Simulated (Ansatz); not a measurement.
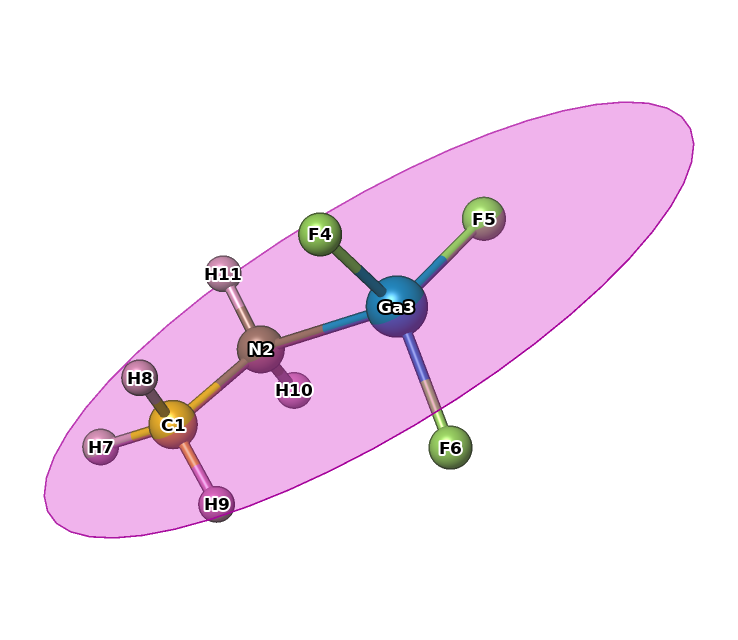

A disc through the centre of mass is drawn in. Distant atoms are faded towards the background colour. Computed geometry: PBE0-D4/def2-TZVP optimisation.

Q: Is the plane of the disc a mirror plane of the structure?

A: Yes. The reflection leaves C1, N2, Ga3, F5, H7 in place and moves F4 ↔ F6; H8 ↔ H9; H10 ↔ H11. The point group is Cs.
